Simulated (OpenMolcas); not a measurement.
# One shape, several levels: quartet BH2O

We compute a comparison of 6 runs (UHF/cc-pVTZ, UB3LYP/6-31G*, UB3LYP/cc-pVTZ, UBLYP/cc-pVTZ, UM06-L/cc-pVTZ, USVWN5/cc-pVTZ) of quartet BH2O. 

The results are computed with OpenMolcas 26.06.

1 further run of the same task is left out (set aside as unsound or not needed).

## 1. The molecule

BH2O has 4 atoms, charge 0, and is taken as a quartet. As SMILES of the parent species, `[BH]O`. Geometry: relaxed at PBE0-D4/def2-TZVP. That shape belongs to the parent species and isn't relaxed for this state.

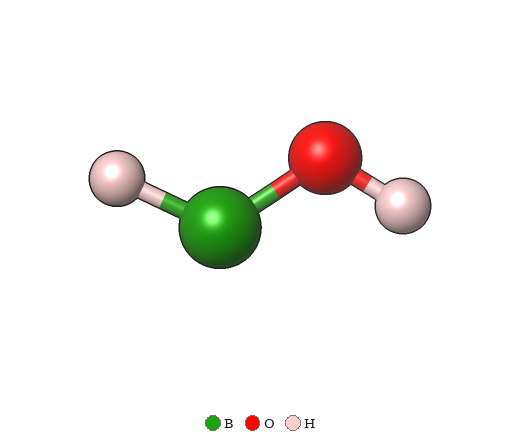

Viewed from a chosen angle; boron green, oxygen red, hydrogen pink.

## 2. The energy at UHF/cc-pVTZ (run 1)

calc.input

```
* BH2O Hartree-Fock
>>> EXPORT MOLCAS_PRINT=2

&gateway
  baslib
  $CurrDir
  coord
  4
  bohr
  B     -0.01152733    -0.91746203     0.73378065
  O      0.22620022     1.02895587    -0.84773114
  H     -2.01104654    -1.95095325     1.02101903
  H      1.90125345     1.72569790    -0.94542998
  basis
  cc-pVTZ
  group
  NoSym

&seward

&scf
  uhf
  spin
  4
  thresholds
  1e-10 1e-07 1e-07 1e-05
  prorbitals
  0
```

The basis set cc-pVTZ is read from a file made from the Basis Set Exchange's data (not shown).

Command:

```console
$ export MOLCAS_MEM=1860
$ pymolcas calc.input > calc.log
```

Log:

```text
--- Start Module: gateway ---
[...]
--- Stop Module: gateway /rc=_RC_ALL_IS_WELL_ ---
--- Start Module: seward ---
[...]
      Basis functions           88
--- Stop Module: seward /rc=_RC_ALL_IS_WELL_ ---
[...]
--- Start Module: scf ---
[...]
       Convergence after  20 Iterations
[...]
::    Total SCF energy                               -100.4703819338
[...]
      Total spin, S                                     1.5011511917
[...]
      Total electronic charge=   15.000000
      Total            charge=   -0.000000
[...]
      Dipole Moment (debye):
      Origin of the operator (angstrom)=    0.0616    0.1118   -0.0986
                   X= -6.0722E-01               Y= -4.0356E-01               Z=  1.6288E-01           Total=  7.4706E-01
      Quadrupole Moment (debye*angstrom):
[...]
--- Stop Module: scf /rc=_RC_ALL_IS_WELL_ ---
[...]
```

It took 10 s on 1 thread of Intel Xeon Platinum 8375C at 2.90GHz (Ice Lake), shared host; peak memory 0.48 GiB.

## 3. A single-point energy at UB3LYP/6-31G(d) (Cartesian functions) (run 2)

calc.inp

```
&GATEWAY
 BasLib = $CurrDir
 Coord
 4
 angstrom
 B       -0.006100      -0.485500       0.388300
 O        0.119700       0.544500      -0.448600
 H       -1.064200      -1.032400       0.540300
 H        1.006100       0.913200      -0.500300
 Basis = 6-31Gs
 Group = NoSym

&SEWARD
 GridInput
 Grid=UltraFine
 End of Grid

&SCF
 UHF
 Spin = 4
 KSDFT = B3LYP
 Thresholds = 1e-10 1e-07 1e-07 1e-05
 PrOrbitals = 1
```

The basis set 6-31G* is read from a file made from the Basis Set Exchange's data (not shown).

Command:

```console
$ export MOLCAS_MEM=1860
$ pymolcas calc.inp > calc.log
```

Log:

```text
--- Start Module: gateway ---
[...]
--- Stop Module: gateway /rc=_RC_ALL_IS_WELL_ ---
--- Start Module: seward ---
[...]
      Basis functions           34
--- Stop Module: seward /rc=_RC_ALL_IS_WELL_ ---
--- Start Module: scf ---
[...]
       Convergence after  28 Iterations
[...]
::    Total KS-DFT energy                            -100.9431814781
[...]
      Total spin, S                                     1.5007564417
[...]
      Total electronic charge=   15.000000
      Total            charge=   -0.000000
[...]
      Dipole Moment (debye):
      Origin of the operator (angstrom)=    0.0616    0.1118   -0.0986
                   X=  7.5729E-01               Y=  2.1545E+00               Z= -1.2616E+00           Total=  2.6090E+00
      Quadrupole Moment (debye*angstrom):
[...]
--- Stop Module: scf /rc=_RC_ALL_IS_WELL_ ---
[...]
```

It took 14 s on 1 thread of Intel Xeon Platinum 8375C at 2.90GHz (Ice Lake), shared host; peak memory 0.37 GiB.

Run 3 isn't shown in full; the table further down has it.

## 4. The energy at UBLYP/cc-pVTZ (run 4)

struct.xyz

```xyz
4

B     -0.006100    -0.485500     0.388300
O      0.119700     0.544500    -0.448600
H     -1.064200    -1.032400     0.540300
H      1.006100     0.913200    -0.500300
```

calc.input

```
* BH2O Kohn-Sham DFT
&GATEWAY
BasLib=$CurrDir
Coord=struct.xyz
Basis=cc-pVTZ
Group=NoSym
&SEWARD
GridInput
Grid=UltraFine
End of Grid
&SCF
UHF
Spin=4
KSDFT=BLYP
Thresholds=1e-10 1e-07 1e-07 1e-05
PrOrbitals=1 1
```

The basis set cc-pVTZ is read from a file made from the Basis Set Exchange's data (not shown).

Command:

```console
$ export MOLCAS_MEM=1860
$ pymolcas calc.input > calc.log
```

Log:

```text
--- Start Module: gateway ---
[...]
--- Stop Module: gateway /rc=_RC_ALL_IS_WELL_ ---
--- Start Module: seward ---
[...]
      Basis functions           88
--- Stop Module: seward /rc=_RC_ALL_IS_WELL_ ---
[...]
--- Start Module: scf ---
[...]
       Convergence after  42 Iterations
[...]
::    Total KS-DFT energy                            -100.9752165384
[...]
      Total spin, S                                     1.5007234685
[...]
      Total electronic charge=   15.000000
      Total            charge=   -0.000000
[...]
      Dipole Moment (debye):
      Origin of the operator (angstrom)=    0.0616    0.1118   -0.0986
                   X=  4.5166E-01               Y=  1.8946E+00               Z= -1.1508E+00           Total=  2.2623E+00
      Quadrupole Moment (debye*angstrom):
[...]
--- Stop Module: scf /rc=_RC_ALL_IS_WELL_ ---
[...]
```

It took 64 s on 1 thread of Intel Xeon Platinum 8375C at 2.90GHz (Ice Lake), shared host; peak memory 0.48 GiB.

Run 5 isn't shown in full; the table further down has it.

## 5. A single-point energy at USVWN5/cc-pVTZ (run 6)

geom.xyz

```xyz
4

B     -0.006100    -0.485500     0.388300
O      0.119700     0.544500    -0.448600
H     -1.064200    -1.032400     0.540300
H      1.006100     0.913200    -0.500300
```

mol.input

```
* BH2O Kohn-Sham DFT
>>> EXPORT MOLCAS_PRINT=2

&gateway
  baslib
  $CurrDir
  coord
  geom.xyz
  basis
  cc-pVTZ
  group
  NoSym

&seward
  gridinput
  Grid=UltraFine
  End of Grid

&scf
  uhf
  spin
  4
  ksdft
  SVWN5
  thresholds
  1e-10 1e-07 1e-07 1e-05
  prorbitals
  1 1
```

The basis set cc-pVTZ is read from a file made from the Basis Set Exchange's data (not shown).

Command:

```console
$ export MOLCAS_MEM=1860
$ pymolcas mol.input > mol.log
```

Log:

```text
--- Start Module: gateway ---
[...]
--- Stop Module: gateway /rc=_RC_ALL_IS_WELL_ ---
--- Start Module: seward ---
[...]
      Basis functions           88
--- Stop Module: seward /rc=_RC_ALL_IS_WELL_ ---
[...]
--- Start Module: scf ---
[...]
       Convergence after  30 Iterations
[...]
::    Total KS-DFT energy                            -100.1568667713
[...]
      Total spin, S                                     1.5006687529
[...]
      Total electronic charge=   15.000000
      Total            charge=   -0.000000
[...]
      Dipole Moment (debye):
      Origin of the operator (angstrom)=    0.0616    0.1118   -0.0986
                   X=  3.1727E+00               Y=  5.7072E+00               Z= -3.9074E+00           Total=  7.6096E+00
      Quadrupole Moment (debye*angstrom):
[...]
--- Stop Module: scf /rc=_RC_ALL_IS_WELL_ ---
[...]
```

Run time: 31 s. Hardware: 1 thread of Intel Xeon Platinum 8375C at 2.90GHz (Ice Lake), shared host; peak memory 0.48 GiB.

## 6. The series

| run | level | Cartesian functions | integration grid | energy (Eh) | dipole moment (D) | HOMO energy (eV) | ⟨S²⟩ | wall time |
| --- | --- | --- | --- | --- | --- | --- | --- | --- |
| 1 | UHF/cc-pVTZ | no | – | -100.470382 | 0.75 | -7.06 | 3.755 | 10 s |
| 2 | UB3LYP/6-31G* (Cartesian functions) | yes | UltraFine | -100.943181 | 2.61 | -2.77 | 3.753 | 14 s |
| 3 | UB3LYP/cc-pVTZ | no | UltraFine | -100.999586 | 2.38 | -3.38 | 3.754 | 39 s |
| 4 | UBLYP/cc-pVTZ | no | UltraFine | -100.975217 | 2.26 | -2.31 | 3.753 | 64 s |
| 5 | UM06-L/cc-pVTZ | no | UltraFine | -100.965880 | 4.04 | -2.41 | 3.761 | 80 s |
| 6 | USVWN5/cc-pVTZ | no | UltraFine | -100.156867 | 7.61 | -2.56 | 3.753 | 31 s |

## 7. Results

| quantity | value |
| --- | --- |
| run 6: total energy | -100.15687 Eh |
| run 6: dipole moment | 7.61 D |
| run 6: HOMO energy (highest over α and β) | -2.56 eV |
| run 6: ⟨S²⟩ | 3.753 |

In words: The dipole moment (its size) runs from 0.75 D (UHF/cc-pVTZ) to 7.61 D (USVWN5/cc-pVTZ). The two dipoles point in opposite directions. So wide a spread suggests that the runs ended on unlike SCF solutions, not only an effect of the method. Totals of different functionals can't be ranked against each other. All runs together took 4 min, the longest 80 s.
